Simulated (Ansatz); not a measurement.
**[BH4]− (SMILES [H][B-]([H])([H])[H]): CCSDTQ/6-31G**

Aim: the vertical ionisation energy of [BH4]− at CCSDTQ/6-31G, from 2 runs. 

Program for the calculation: Ansatz 0.2.0.

## Step 1: Starting point

The species is [BH4]− (5 atoms), meant as a singlet with charge -1. SMILES: `[H][B-]([H])([H])[H]`. Geometry: relaxed at GFN2-xTB.

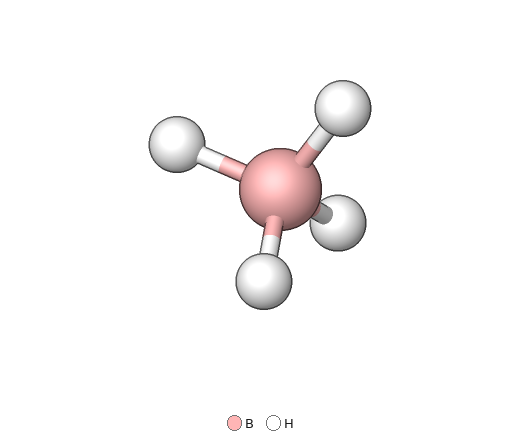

Viewed from a chosen angle; boron pink, hydrogen white.

## Step 2: A single-point energy at CCSDTQ/6-31G

Contents of input.yaml:

```yaml
crystal:
  periodic: [false, false, false]
  atoms:
    - {symbol: B, position_ang: [0.000000, -0.000190, -0.000050]}
    - {symbol: H, position_ang: [0.011880, -0.020580, 1.229120]}
    - {symbol: H, position_ang: [1.154650, 0.011840, -0.420810]}
    - {symbol: H, position_ang: [-0.587600, 1.007810, -0.387560]}
    - {symbol: H, position_ang: [-0.578930, -0.998880, -0.420690]}
basis:
  gaussian:
    orbitals: 6-31G
total_charge: -1
correlation:
  method: ccsdtq
  frozen_orbitals: {B: 1, H: 0}
accuracy: high
scf:
  omitted_lower_state_checks: [cluster_reference, increment]
```

On the command line:

```sh
ansatz run input.yaml --threads 1 --pin off --max-ram 2610MiB --events-out events.jsonl --progress --plain --runs-dir runs
```

The program printed (excerpt; [...] marks lines left out):

```text
Warning: RAYON_NUM_THREADS=1 ignored (pool sized by the plan → 1); use --threads N
Functional definition: HF
  name "HF"
[...]
413 factors; integrals over basis functions are off by at most 2.7e-9 eV
[...]
mean field -733.39191832 eV, -26.9516558874 hartree, gradient 1.2e-8 eV, S^2 0.000000; 0 other end points of the search recorded, 0 dependent functions left out
1 core orbitals not correlated: weight in the atoms' cores, before any rotation towards them, 1.000 or more for the frozen orbitals, at most 0.000 for the correlated occupied ones
reference -733.39191832 eV, -26.9516558874 hartree; 4, 4 occupied and 12, 12 virtual orbitals, 413 factors
second order -2.09476712 eV of doubles, -0.00000000 eV of singles
cycle   1  -2.49283229 eV  change   -4.0e-1 eV  update   4.8e-2
[...]
cycle  16  -2.70554057 eV  change   2.1e-10 eV  update  8.4e-10
Total energy: -736.09745889 eV, -27.0510826695 hartree
Checks for a lower state left out: cluster_reference, increment
```

Run time: 3.6 s. Hardware: 1 thread of Arm Neoverse V2, shared host; peak memory 0.12 GiB.

## Step 3: Doublet neutral BH4 at the same level

Contents of run.yaml:

```yaml
crystal:
  periodic: [false, false, false]
  atoms:
    - symbol: B
      position_ang: [0.000000, -0.000190, -0.000050]
    - symbol: H
      position_ang: [0.011880, -0.020580, 1.229120]
    - symbol: H
      position_ang: [1.154650, 0.011840, -0.420810]
    - symbol: H
      position_ang: [-0.587600, 1.007810, -0.387560]
    - symbol: H
      position_ang: [-0.578930, -0.998880, -0.420690]
basis:
  gaussian: {orbitals: 6-31G}
correlation: {method: ccsdtq, frozen_orbitals: {B: 1, H: 0}}
accuracy: high
scf: {omitted_lower_state_checks: [cluster_reference, increment]}
magnetization: {spin_polarized: true, initial_magnetization: 1}
```

On the command line:

```sh
ansatz run run.yaml --threads 1 --pin off --max-ram 2610MiB --events-out events.jsonl --progress --plain --runs-dir runs
```

The program printed:

```text
Warning: RAYON_NUM_THREADS=1 ignored (pool sized by the plan → 1); use --threads N
[... 13 lines left out ...]
1 core orbitals not correlated: weight in the atoms' cores, before any rotation towards them, 1.000 or more for the frozen orbitals, at most 0.000 for the correlated occupied ones
[... 57 lines left out ...]
Total energy: -732.26243017 eV, -26.9101479635 hartree
Checks for a lower state left out: cluster_reference, increment
```

It took 26 s on 1 thread of Arm Neoverse V2, shared host; peak memory 0.14 GiB.

## Step 4: What came out

Level: CCSDTQ/6-31G, 1 core orbital frozen.

| quantity | value |
| --- | --- |
| singlet [BH4]−: total energy | -27.05108 Eh |
| singlet [BH4]−: correlation energy (1 core orbital frozen) | -99.4 mEh |
| singlet [BH4]−: T1 diagnostic | 0.006 |
| doublet neutral BH4: total energy | -26.91015 Eh |
| doublet neutral BH4: correlation energy (1 core orbital frozen) | -87.6 mEh |
| doublet neutral BH4: ⟨S²⟩ of the reference determinant | 0.758 |
| doublet neutral BH4: T1 diagnostic | 0.045 |
| vertical detachment energy (to the doublet neutral) | 3.835 eV |

In words: Removing an electron at fixed nuclei costs 3.84 eV (370 kJ/mol).
